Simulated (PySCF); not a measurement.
**C3H5ClO (SMILES CO/C=C/Cl): levels of theory compared**

We compute a comparison of 5 runs (HF/3-21G, PBE0/6-31G*, BLYP/def2-SVP, PBE0/def2-SVP, PBE/def2-TZVP) of C3H5ClO. Input form: a Python script.

The calculation is run with PySCF 2.14.0.

## Step 1: The molecule

C3H5ClO has 10 atoms, charge 0, and is taken as a singlet. As SMILES, `CO/C=C/Cl`. Geometry: relaxed at GFN2-xTB. This is one conformer, not always the lowest.

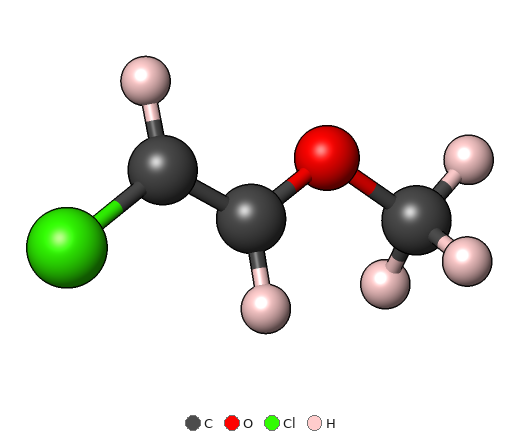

The structure, seen from a chosen angle (carbon dark grey, oxygen red, chlorine green, hydrogen pink).

## Step 2: Energy and gradient at HF/3-21G (run 1)

File mol.xyz:

```xyz
10
C3H5ClO
C     -0.781560    -0.679610     1.350720
O     -0.242140     0.419480     0.649550
C      0.295370     0.131020    -0.560990
C      0.839120     1.075770    -1.318180
Cl     1.517870     0.704960    -2.851670
H     -1.161270    -0.283000     2.289930
H     -1.602240    -1.142940     0.793990
H     -0.015770    -1.433400     1.558650
H      0.261370    -0.903560    -0.882510
H      0.889240     2.111280    -1.029480
```

File calc.py:

```python
import pyscf.grad
from pyscf import gto, scf

mol = gto.M(
    atom='mol.xyz',
    spin=0,
    max_memory=1860,
    verbose=3,
    basis='3-21g',
)

myscf = scf.RHF(mol)
myscf.conv_tol = 1e-10
myscf.kernel()
if not myscf.converged:
    myscf = myscf.newton().run(myscf.mo_coeff, myscf.mo_occ)

e_final = myscf.e_tot
print('Final energy', e_final)
grad = myscf.Gradients().kernel()
myscf.analyze()
```

On the command line:

```sh
$ OMP_NUM_THREADS=1 python calc.py
```

What it wrote:

```text
converged SCF energy = -647.553539722826
Final energy -647.5535397228264
--------------- RHF gradients ---------------
         x                y                z
0 C     0.0129457435     0.0180756012    -0.0199184254
1 O    -0.0038821289    -0.0127158806     0.0032385472
2 C    -0.0158472653    -0.0145905947     0.0270327912
3 C     0.0271739222    -0.0002687800    -0.0557512257
4 Cl    -0.0194070875     0.0106209497     0.0438148322
5 H    -0.0019971797     0.0041061502     0.0058085847
6 H    -0.0054096386    -0.0024223292    -0.0043748833
7 H     0.0057267165    -0.0043798298     0.0009835173
8 H    -0.0009617204    -0.0077069399    -0.0009190603
9 H     0.0016586382     0.0092816530     0.0000853222
----------------------------------------------
**** MO energy ****
MO #1   energy= -104.100108771472  occ= 2
MO #2   energy= -20.4965505907562  occ= 2
MO #3   energy= -11.2633769278827  occ= 2
MO #4   energy= -11.2424316505427  occ= 2
MO #5   energy= -11.2290381351395  occ= 2
MO #6   energy= -10.4972203585588  occ= 2
MO #7   energy= -7.96130185350619  occ= 2
MO #8   energy= -7.95662702747553  occ= 2
MO #9   energy= -7.9563534123894   occ= 2
MO #10  energy= -1.42838081944432  occ= 2
MO #11  energy= -1.16571716845917  occ= 2
MO #12  energy= -1.02774903063692  occ= 2
MO #13  energy= -0.932935904187124 occ= 2
MO #14  energy= -0.804593175717907 occ= 2
MO #15  energy= -0.703639340279818 occ= 2
MO #16  energy= -0.676426322116003 occ= 2
MO #17  energy= -0.666233277958965 occ= 2
MO #18  energy= -0.585557273612076 occ= 2
MO #19  energy= -0.555299400142509 occ= 2
MO #20  energy= -0.533997793697685 occ= 2
MO #21  energy= -0.502496795452668 occ= 2
MO #22  energy= -0.485766670854318 occ= 2
MO #23  energy= -0.451271215002821 occ= 2
MO #24  energy= -0.336857156812771 occ= 2
MO #25  energy= 0.173361280031536  occ= 0
MO #26  energy= 0.21985898836003   occ= 0
MO #27  energy= 0.266215416540031  occ= 0
MO #28  energy= 0.302237872280939  occ= 0
MO #29  energy= 0.317680802929555  occ= 0
MO #30  energy= 0.338401152681276  occ= 0
MO #31  energy= 0.341646845445393  occ= 0
MO #32  energy= 0.373439741533956  occ= 0
MO #33  energy= 0.512035765068276  occ= 0
MO #34  energy= 0.589537553727442  occ= 0
MO #35  energy= 0.727069156802508  occ= 0
MO #36  energy= 0.808303435243673  occ= 0
MO #37  energy= 0.81023674144891   occ= 0
MO #38  energy= 0.811810951638436  occ= 0
MO #39  energy= 0.899468028580542  occ= 0
MO #40  energy= 0.919436781233097  occ= 0
MO #41  energy= 0.939655081635346  occ= 0
MO #42  energy= 0.98994425449763   occ= 0
MO #43  energy= 1.02305710964289   occ= 0
MO #44  energy= 1.06915503658063   occ= 0
MO #45  energy= 1.07662991156006   occ= 0
MO #46  energy= 1.17255286755886   occ= 0
MO #47  energy= 1.24334537020759   occ= 0
MO #48  energy= 1.29294808359816   occ= 0
MO #49  energy= 1.29751083094927   occ= 0
MO #50  energy= 1.34569246395204   occ= 0
MO #51  energy= 1.41728631757944   occ= 0
MO #52  energy= 1.55621786177849   occ= 0
MO #53  energy= 1.5987800746835    occ= 0
MO #54  energy= 1.91766767453007   occ= 0
MO #55  energy= 1.93305543248109   occ= 0
MO #56  energy= 1.95685466681593   occ= 0
MO #57  energy= 2.11202160902089   occ= 0
MO #58  energy= 2.4100897678979    occ= 0
MO #59  energy= 3.51518551808089   occ= 0
 ** Mulliken atomic charges  **
charge of    0C =     -0.02661
charge of    1O =     -0.39548
charge of    2C =      0.14207
charge of    3C =     -0.18124
charge of    4Cl =     -0.07468
charge of    5H =      0.11516
charge of    6H =      0.08740
charge of    7H =      0.08736
charge of    8H =      0.10643
charge of    9H =      0.13959
Dipole moment(X, Y, Z, Debye): -1.41246, -1.95761,  2.17481
```

Wall time 7.5 s (1 thread of Intel Xeon at 2.50GHz (Skylake/Cascade Lake), shared host); peak memory 0.13 GiB.

## Step 3: Energy and gradient at PBE0/6-31G(d) (spherical functions) (run 2)

File run.py:

```python
# CO/C=C/Cl
from pyscf import gto, dft

system = gto.M(
    atom=[
    ('C', (-0.781560, -0.679610, 1.350720)),
    ('O', (-0.242140, 0.419480, 0.649550)),
    ('C', (0.295370, 0.131020, -0.560990)),
    ('C', (0.839120, 1.075770, -1.318180)),
    ('Cl', (1.517870, 0.704960, -2.851670)),
    ('H', (-1.161270, -0.283000, 2.289930)),
    ('H', (-1.602240, -1.142940, 0.793990)),
    ('H', (-0.015770, -1.433400, 1.558650)),
    ('H', (0.261370, -0.903560, -0.882510)),
    ('H', (0.889240, 2.111280, -1.029480)),
],
    max_memory=1860,
    charge=0,
    basis='6-31g*',
    verbose=4,
)

calc0 = dft.RKS(system, xc='pbe0')
calc0.conv_tol = 1e-10
calc0.grids.level = 5
calc0.kernel()
if not calc0.converged:
    calc0 = calc0.newton().run(calc0.mo_coeff, calc0.mo_occ)

e_tot = calc0.e_tot
print('E(%s) = %.9f' % ('PBE0', e_tot))
grad = calc0.nuc_grad_method().kernel()
calc0.analyze()
```

On the command line:

```sh
$ OMP_NUM_THREADS=1 python run.py
```

What it wrote:

```text
PySCF version 2.14.0

[... 95 lines left out ...]
Nuclear Repulsion Energy =             205.464172981436946
[... 9 lines left out ...]
MO #4   energy= -10.284871246809   occ= 2
[... 7 lines left out ...]
MO #12  energy= -0.784775360225969 occ= 2
[... 7 lines left out ...]
MO #20  energy= -0.387470747464471 occ= 2
[... 7 lines left out ...]
MO #28  energy= 0.140776939484688  occ= 0
[... 7 lines left out ...]
MO #36  energy= 0.462737825401205  occ= 0
[... 7 lines left out ...]
MO #44  energy= 0.644849677408385  occ= 0
[... 7 lines left out ...]
MO #52  energy= 0.891150511401296  occ= 0
[... 7 lines left out ...]
MO #60  energy= 1.12023643801541   occ= 0
[... 7 lines left out ...]
MO #68  energy= 1.77584316112057   occ= 0
[... 7 lines left out ...]
MO #76  energy= 2.1839623578359    occ= 0
[... 7 lines left out ...]
MO #84  energy= 3.0693626320416    occ= 0
[... 58 lines left out ...]
pop of  4 Cl 1s           2.00000
pop of  4 Cl 2s           1.99988
pop of  4 Cl 3s           1.85686
pop of  4 Cl 4s           0.00535
pop of  4 Cl 2px          1.99996
pop of  4 Cl 2py          1.99996
pop of  4 Cl 2pz          1.99992
pop of  4 Cl 3px          1.83582
pop of  4 Cl 3py          1.94009
pop of  4 Cl 3pz          1.38679
pop of  4 Cl 4px          0.00239
pop of  4 Cl 4py          0.00258
pop of  4 Cl 4pz          0.00803
pop of  4 Cl 3dxy         0.00053
pop of  4 Cl 3dyz         0.00190
pop of  4 Cl 3dz^2        0.00608
pop of  4 Cl 3dxz         0.00488
pop of  4 Cl 3dx2-y2      0.00066
pop of  5 H 1s            0.86089
pop of  5 H 2s            0.00943
pop of  6 H 1s            0.88668
pop of  6 H 2s            0.00844
pop of  7 H 1s            0.88669
pop of  7 H 2s            0.00844
pop of  8 H 1s            0.87625
pop of  8 H 2s            0.00957
pop of  9 H 1s            0.84839
pop of  9 H 2s            0.01093
 ** Mulliken atomic charges  **
charge of    0C =     -0.10863
charge of    1O =     -0.32319
charge of    2C =      0.07692
charge of    3C =     -0.18770
charge of    4Cl =     -0.05170
charge of    5H =      0.12968
charge of    6H =      0.10488
charge of    7H =      0.10487
charge of    8H =      0.11419
charge of    9H =      0.14068
Dipole moment(X, Y, Z, Debye): -1.19984, -1.47942,  1.91511
```

Wall time 83 s (1 thread of Intel Xeon at 2.50GHz (Skylake/Cascade Lake), shared host); peak memory 0.82 GiB.

Runs 3 to 4 aren't shown in full; the table further down has their settings and results.

## Step 4: Energy and gradient at PBE/def2-TZVP (run 5)

File run.py:

```python
# CO/C=C/Cl
from pyscf import gto, dft

molecule = gto.M(
    atom='''
C     -1.476934    -1.284277     2.552491
O     -0.457578     0.792702     1.227472
C      0.558168     0.247592    -1.060117
C      1.585707     2.032911    -2.490999
Cl     2.868359     1.332181    -5.388875
H     -2.194482    -0.534792     4.327341
H     -3.027795    -2.159844     1.500424
H     -0.029801    -2.708733     2.945422
H      0.493918    -1.707481    -1.667702
H      1.680420     3.989741    -1.945435
''',
    basis='def2-tzvp',
    max_memory=1860,
    verbose=4,
    unit='bohr',
)

mf = dft.RKS(molecule, xc='pbe')
mf.conv_tol = 1e-10
mf.grids.level = 5
mf.kernel()
if not mf.converged:
    mf = mf.newton().run(mf.mo_coeff, mf.mo_occ)

etot = mf.e_tot
print(f'total energy: {etot:.8f} hartree')
grad = mf.nuc_grad_method().kernel()
dip = mf.dip_moment()
pop, q = mf.mulliken_pop()
```

On the command line:

```sh
$ OMP_NUM_THREADS=1 python run.py
```

What it wrote:

```text
PySCF version 2.14.0

[... 85 lines left out ...]
converged SCF energy = -652.373740204315
total energy: -652.37374020 hartree
[... 12 lines left out ...]
Dipole moment(X, Y, Z, Debye): -1.10159, -1.29584,  1.78132
[... 163 lines left out ...]
pop of  5 H 2s            0.46998
pop of  5 H 3s            0.09118
pop of  5 H 2px           0.00558
pop of  5 H 2py           0.00434
pop of  5 H 2pz           0.01046
pop of  6 H 1s            0.27786
pop of  6 H 2s            0.46435
pop of  6 H 3s            0.11542
pop of  6 H 2px           0.00897
pop of  6 H 2py           0.00533
pop of  6 H 2pz           0.00558
pop of  7 H 1s            0.27789
pop of  7 H 2s            0.46428
pop of  7 H 3s            0.11551
pop of  7 H 2px           0.00757
pop of  7 H 2py           0.00777
pop of  7 H 2pz           0.00455
pop of  8 H 1s            0.27570
pop of  8 H 2s            0.46789
pop of  8 H 3s            0.14759
pop of  8 H 2px           0.00449
pop of  8 H 2py           0.01249
pop of  8 H 2pz           0.00434
pop of  9 H 1s            0.27469
pop of  9 H 2s            0.46854
pop of  9 H 3s            0.10158
pop of  9 H 2px           0.00537
pop of  9 H 2py           0.01297
pop of  9 H 2pz           0.00458
 ** Mulliken atomic charges  **
charge of    0C =     -0.22439
charge of    1O =     -0.19234
charge of    2C =     -0.01329
charge of    3C =     -0.07187
charge of    4Cl =     -0.10262
charge of    5H =      0.13981
charge of    6H =      0.12249
charge of    7H =      0.12244
charge of    8H =      0.08750
charge of    9H =      0.13226
```

It took 5.7 min on 1 thread of Intel Xeon at 2.50GHz (Skylake/Cascade Lake), shared host; peak memory 2.8 GiB.

## Step 5: The series

```tsv
run	level	integration grid	energy (Eh)	dipole moment (D)	HOMO energy (eV)	LUMO energy (eV)	wall time
1	HF/3-21G	–	-647.553540	3.25	-9.17	4.72	7.5 s
2	PBE0/6-31G* (spherical functions)	5	-652.307476	2.70	-6.23	0.75	83 s
3	BLYP/def2-SVP	5	-652.336167	2.29	-4.81	-0.22	98 s
4	PBE0/def2-SVP	5	-652.044276	2.52	-6.29	0.54	1.7 min
5	PBE/def2-TZVP	5	-652.373740	2.46	-5.22	-0.73	5.7 min
```

## Step 6: What came out

| quantity | value |
| --- | --- |
| run 5: total energy | -652.37374 Eh |
| run 5: dipole moment | 2.46 D |
| run 5: HOMO energy | -5.22 eV |
| run 5: LUMO energy | -0.73 eV |
| run 5: HOMO–LUMO gap | 4.49 eV |
| run 5: largest force on an atom | 0.545 eV/Å |

**Reading.** The dipole moment (its size) runs from 2.29 D (BLYP/def2-SVP) to 3.25 D (HF/3-21G). The two ends differ in method and basis. The HOMO–LUMO gap runs from 4.49 eV (PBE/def2-TZVP) to 13.88 eV (HF/3-21G). Totals of different functionals can't be ranked against each other. All runs together took 11 min, the longest 5.7 min.
